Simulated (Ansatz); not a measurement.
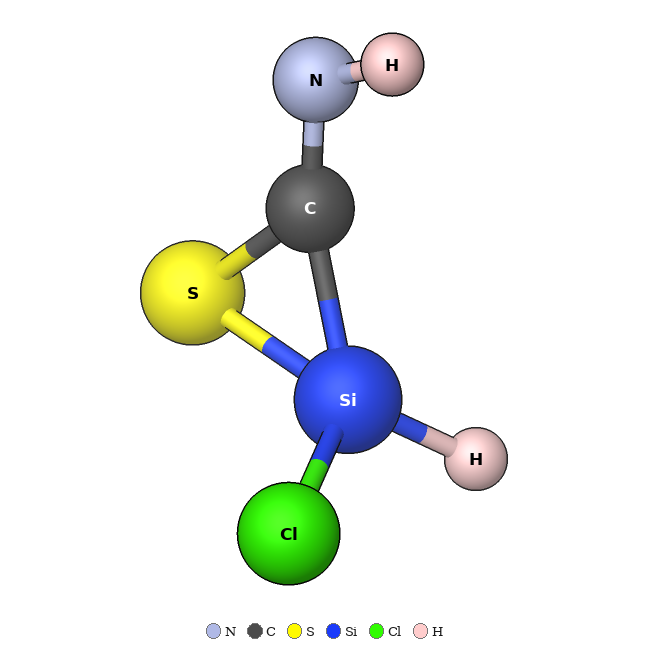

A ball-and-stick model of a molecule.

Question: Count the atoms of each element.

Answer: CH₂ClNSSi, 7 atoms: 1 carbon, 2 hydrogen, 1 chlorine, 1 nitrogen, 1 sulfur and 1 silicon.

Question: Give the symmetry (Schoenflies symbol).

Answer: C1.

Question: How many atoms are distinct by symmetry?

Answer: 7: 1 N, 1 C, 1 S, 1 Si, 1 Cl, 1 H, 1 H.

Question: Give a SMILES string for it.

Answer: [H]/N=C1/S[Si@@H]1Cl

More results for the same structure follow; atom numbers are the same in all pictures, views and colours differ. The computed structure is the end point of a PBE0-D4/def2-TZVP optimisation.

## Dipole moment

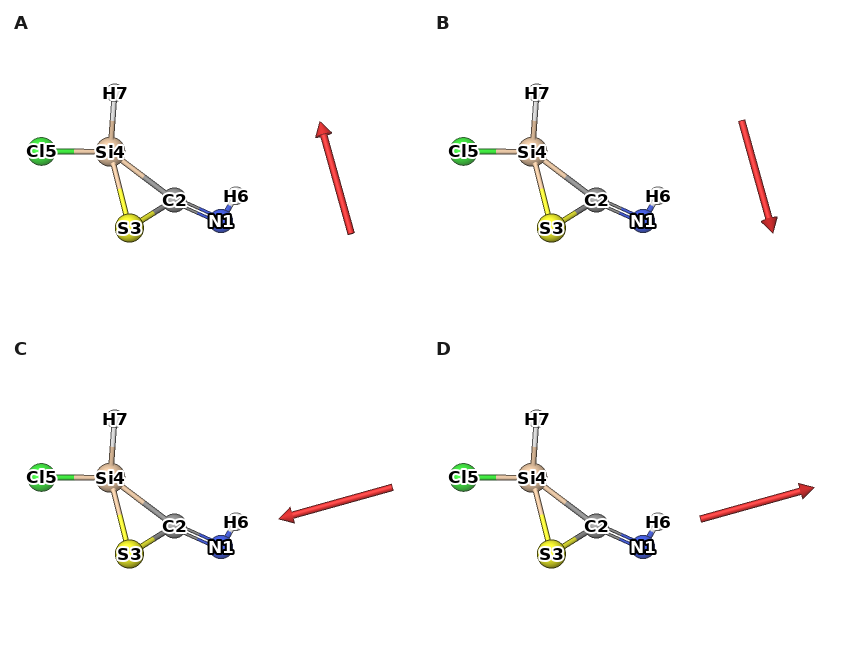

The same molecule four times, each with an arrow. Method: RKS B3LYP-D4/def2-TZVPP (Ansatz 0.2.0).

Question: Which arrow points along the dipole moment, from the negative to the positive end?

Answer: A. The dipole moment is 2.49 D; it points from the side of N1, S3 to the side of H7 (the outermost atoms at the two ends).

## Electronic properties

Level of theory: RKS BLYP-D4/def2-TZVPP (Ansatz 0.2.0).

Predict the main results.

- HOMO energy (Kohn–Sham orbital): −5.86 eV
- LUMO energy (Kohn–Sham orbital): −2.15 eV
- HOMO–LUMO gap: 3.71 eV
- dispersion correction: −48.6 kJ/mol

## Vibrations

Harmonic vibrations computed with RKS PBE0-D4/def2-TZVP (Ansatz 0.2.0) at a stationary point of the same level.

Question: List the wavenumbers.

Answer: 15 modes: 121, 175, 341, 421, 443, 541, 585, 675, 713, 800, 828, 1167, 1749, 2276, 3482 cm⁻¹.
